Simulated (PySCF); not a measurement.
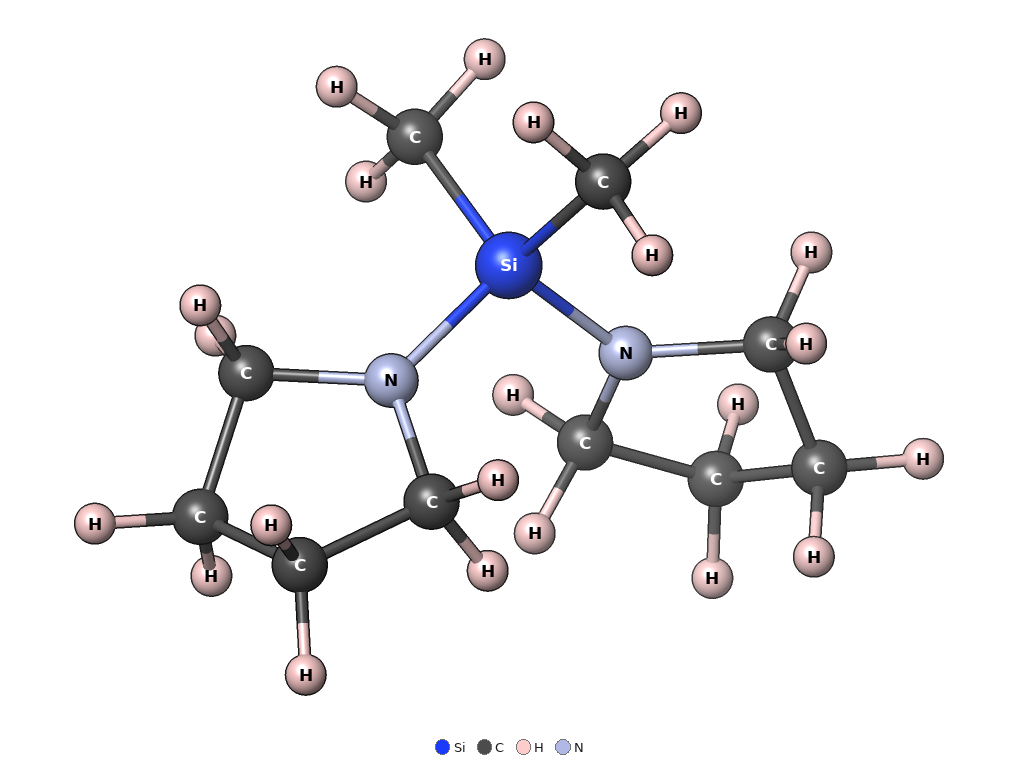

Computed geometry: PBE0-D3(BJ)/def2-SVP optimisation. No frequency run is at hand to confirm it as a minimum. Level of theory: ωB97X-D/pcSseg-1, gas phase (PySCF 2.14.0).

What does the calculation give?

The species is C10H22N2Si (`C[Si](C)(N1CCCC1)N1CCCC1`).
- dipole moment: 0.62 D
- HOMO energy (Kohn–Sham orbital): −7.47 eV
- LUMO energy (Kohn–Sham orbital): 2.82 eV
- HOMO–LUMO gap: 10.30 eV
